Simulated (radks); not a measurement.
# Polarisabilities and dispersion coefficients of Mg⁺, Al²⁺, Si³⁺ and others

Aim: static dipole polarisabilities and C6 coefficients, each species in its NIST ground configuration. After each ground state the linear response is solved; its values go to the run's result record, not to the log. Response by self-consistent Sternheimer equations with the Hartree and adiabatic LDA kernel, the relativistic mass of each level held fixed and spin-orbit coupling left out.

The numbers are computed with radks (a radial shooting solver on a logarithmic mesh, Libxc functionals) version 1 (scalar-relativistic Kohn-Sham, LDA (Slater exchange, Perdew-Wang correlation), spin-polarised, spherical densities, finite nucleus; open shells are filled with parallel spins first), except any that are marked as measured or tabulated.

### Step 1. What is computed

* species: Mg⁺ ([Ne] 3s1), Al²⁺ ([Ne] 3s1), Si³⁺ ([Ne] 3s1), P⁴⁺ ([Ne] 3s1), S⁵⁺ ([Ne] 3s1), Cl⁶⁺ ([Ne] 3s1), Ar⁷⁺ ([Ne] 3s1), K⁸⁺ ([Ne] 3s1)

### Step 2. Mg⁺, [Ne] 3s1

The run's settings:

```text
Z 12
configuration [Ne] 3s1
relativity scalar-relativistic
functional lda,pw
spin polarised
nucleus finite rms 3.057 fm
c 137.035999084
response adiabatic LDA kernel
```

### Step 3. Al²⁺, [Ne] 3s1

The run's settings:

```text
Z 13
configuration [Ne] 3s1
relativity scalar-relativistic
functional lda,pw
spin polarised
nucleus finite rms 3.061 fm
c 137.035999084
response adiabatic LDA kernel
```

### Step 4. Si³⁺, [Ne] 3s1

The run's settings:

```text
Z 14
configuration [Ne] 3s1
relativity scalar-relativistic
functional lda,pw
spin polarised
nucleus finite rms 3.1224 fm
c 137.035999084
response adiabatic LDA kernel
```

### Step 5. P⁴⁺, [Ne] 3s1

The run's settings:

```text
Z 15
configuration [Ne] 3s1
relativity scalar-relativistic
functional lda,pw
spin polarised
nucleus finite rms 3.1889 fm
c 137.035999084
response adiabatic LDA kernel
```

### Step 6. S⁵⁺, [Ne] 3s1

The run's settings:

```text
Z 16
configuration [Ne] 3s1
relativity scalar-relativistic
functional lda,pw
spin polarised
nucleus finite rms 3.2611 fm
c 137.035999084
response adiabatic LDA kernel
```

### Step 7. Cl⁶⁺, [Ne] 3s1

The run's settings:

```text
Z 17
configuration [Ne] 3s1
relativity scalar-relativistic
functional lda,pw
spin polarised
nucleus finite rms 3.3654 fm
c 137.035999084
response adiabatic LDA kernel
```

### Step 8. Ar⁷⁺, [Ne] 3s1

The run's settings:

```text
Z 18
configuration [Ne] 3s1
relativity scalar-relativistic
functional lda,pw
spin polarised
nucleus finite rms 3.4274 fm
c 137.035999084
response adiabatic LDA kernel
```

### Step 9. K⁸⁺, [Ne] 3s1

The run's settings:

```text
Z 19
configuration [Ne] 3s1
relativity scalar-relativistic
functional lda,pw
spin polarised
nucleus finite rms 3.4349 fm
c 137.035999084
response adiabatic LDA kernel
```

What does the calculation give? Wanted: for each run, species; −ε(HOMO); α; α uncoupled; C6; C8.

The runs gave:

```tsv
species	−ε(HOMO) (eV)	α (bohr³)	α uncoupled (bohr³)	C6 (hartree bohr⁶)	C8 (hartree bohr⁸)
Mg⁺	12.000	30.35	35.29	124.8	4313
Al²⁺	24.585	12.49	14.72	32.20	632.6
Si³⁺	40.509	6.556	7.769	11.89	154.0
P⁴⁺	59.652	3.923	4.659	5.335	49.38
S⁵⁺	81.957	2.552	3.031	2.711	18.89
Cl⁶⁺	107.39	1.759	2.088	1.504	8.177
Ar⁷⁺	135.95	1.266	1.501	0.8913	3.886
K⁸⁺	167.61	0.9421	1.115	0.5559	1.986
```

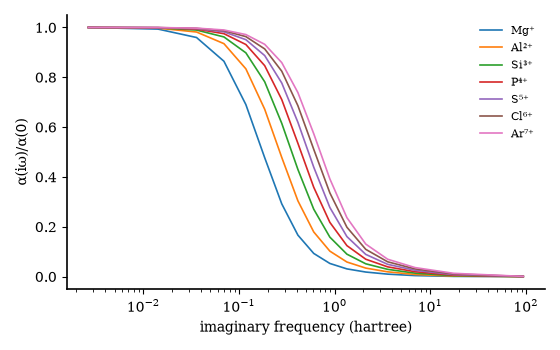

Polarisability at imaginary frequency, each scaled by its static value.

Uncoupled leaves out the potential induced by the response; C6 and C8 are for like pairs. Mg⁺ is the most polarisable and K⁸⁺ the least, a factor 32.2 apart. For the pair Mg⁺–K⁸⁺ the Casimir-Polder integral gives C6 = 6.558, the rule 2·Ca·Cb/(Ca·αb/αa + Cb·αa/αb) on the like-pair values 6.371. C8 is given only where no p, d or f shell is open.
